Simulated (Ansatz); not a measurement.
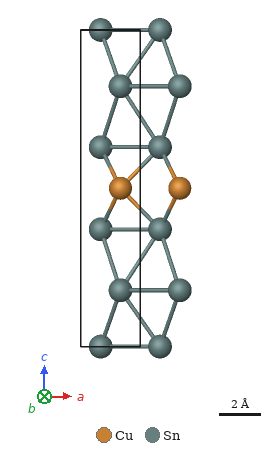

This is the input geometry for a relaxation of crystalline CuSn₅ (a generated structure, set up in P-6m2). Style: ball-and-stick. Shown: the cell of the calculation, repeated 2 × 1 × 1 with one cell outlined, along the b axis.

The calculation used Ansatz 0.2.0, DFT PBE, scalar-relativistic, plane waves, PAW.

The input:
```yaml
crystal:
  lattice:
    - [3.354025071, 0.0, 0.0]
    - [-1.6770125355, 2.9046709164, 0.0]
    - [0.0, 0.0, 15.5049500483]
  atoms:
    - { symbol: Cu, position: [0.6666666667, 0.3333333333, 0.5] }
    - { symbol: Sn, position: [0.3333333333, 0.6666666667, 0.6297193186] }
    - { symbol: Sn, position: [0.3333333333, 0.6666666667, 0.0] }
    - { symbol: Sn, position: [0.3333333333, 0.6666666667, 0.3702806814] }
    - { symbol: Sn, position: [0.6666666667, 0.3333333333, 0.8222459089] }
    - { symbol: Sn, position: [0.6666666667, 0.3333333333, 0.1777540911] }
basis:
  ecutwfc: 420
kpoints:
  mp_grid: { grid: [12, 12, 4] }
hamiltonian:
  xc: pbe
scf:
  occupations: { method: gaussian, width: 0.1 }
output:
  forces: true
  stress: true
  eigenvalues: true
relax:
  adjacent_minimum: "off"
  f_tol: 0.01
  max_steps: 80
  cell: { stress_tol: 0.05 }
```

Run as
```bash
ansatz run input.yaml --threads 1 --pin off --max-ram 2560MiB --backend cpu --events-out ev --progress --plain --runs-dir out
```

**What does the optimiser find from here?**

The energy falls by 6.1 meV per atom in 8 accepted moves (13 points after the start). Largest force component: 0.2 eV/Å at the start, 0.00062 eV/Å at the end. The pressure goes from 0.40 to 0.00 GPa. The line search rejected the trial steps at points 5, 7, 9, 11 of the run. The SCF was repeated once at an unchanged geometry on a basis and grid sized afresh for the cell, which shifted the energy by 0.1 meV per atom at most. The largest moves relative to the cell, 0.10 Å, are those of Sn5 and Sn6. Sn6 goes along +c. Cu stays in place. Cell: a = b 3.354 → 3.470 Å (+3.5 %), c 15.505 → 14.594 Å (−5.9 %). Volume +0.7 %. Some distances before and after: Sn2–Sn5 3.558 → 3.371 Å, Sn2–Sn2 3.354 → 3.470 Å, Cu1–Sn2 2.792 → 2.752 Å, Sn3–Sn5 3.368 → 3.361 Å. Bond angles that change, for instance: Sn2–Cu1–Sn4 92.2° → 86.6°, Sn2–Cu1–Sn2 73.8° → 78.2°, Cu1–Sn4–Cu1 73.8° → 78.2°. The space group stays P-6m2 (No. 187). The run took 13 min on 1 thread of Arm Neoverse V2 (shared host), peak memory 0.61 GiB.

Final geometry:

```xyz
6
Lattice="3.4697 0.0000 0.0000 -1.7349 3.0049 0.0000 0.0000 0.0000 14.5941" Properties=species:S:1:pos:R:3 pbc="T T T"
Cu    1.7349    1.0016    7.2971
Sn    0.0000    2.0033    9.1843
Sn    0.0000    2.0033    0.0000
Sn    0.0000    2.0033    5.4098
Sn    1.7349    1.0016   11.8959
Sn    1.7349    1.0016    2.6982
```

The end point in the same view:

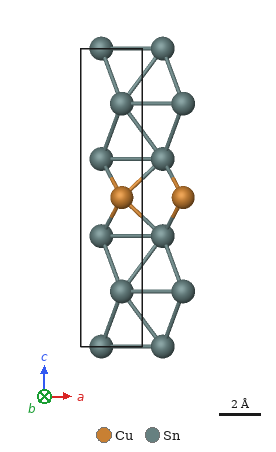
